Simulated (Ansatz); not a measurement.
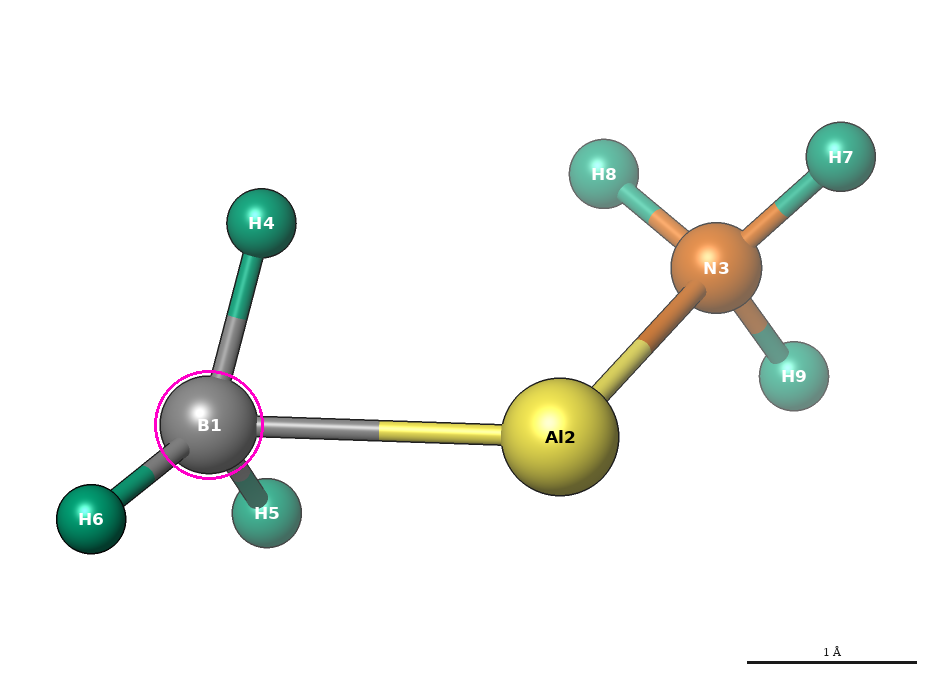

Orthographic view. Distant atoms are faded towards the background colour. State: charge +1, singlet. The computed structure is the end point of a PBE-D4/def2-SVP optimisation. No frequency run is at hand to confirm it as a minimum.

> Which atoms are bonded to the circled atom?

The circled atom is B1; it is bonded to Al2, H4, H5, H6.

> Which atom is nearest the viewer?

H6, 1.6 Å in front of the mean position.

> What is the shortest path along bonds from the circled atom to H8?

B1–Al2–N3–H8, 3 bonds; through space the two are 3.45 Å apart.

> Of B1 and H5, which is nearer the viewer?

B1; the bond to H5 points away from the viewer, so it looks shorter than its 1.24 Å.
